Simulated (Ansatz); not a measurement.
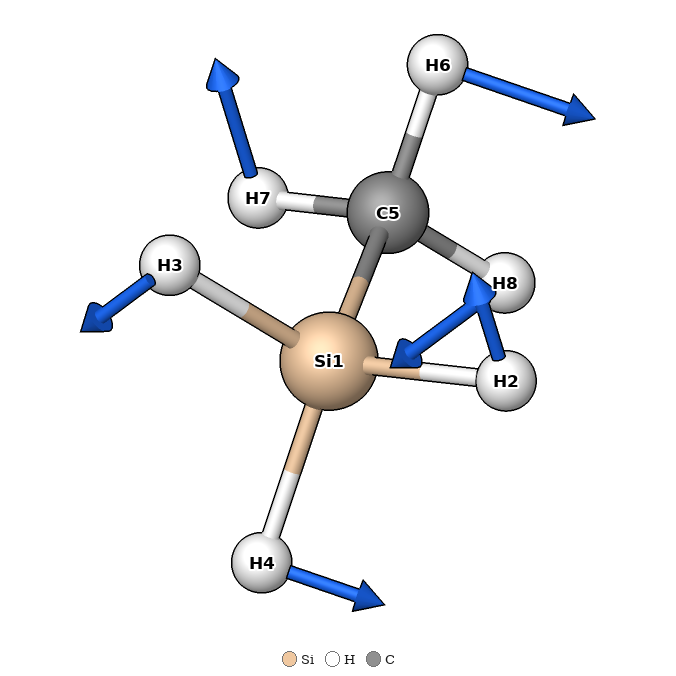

The arrows show one normal mode. Harmonic vibrations computed with RKS PBE0-D4/def2-TZVP (Ansatz 0.2.0) at a stationary point of the same level.

What kind of motion is it?

A torsion or out-of-plane motion in which bond lengths and bond angles hardly change.

At what wavenumber does it lie?

198 cm⁻¹; it is mode 1 of 18 counted from the lowest.
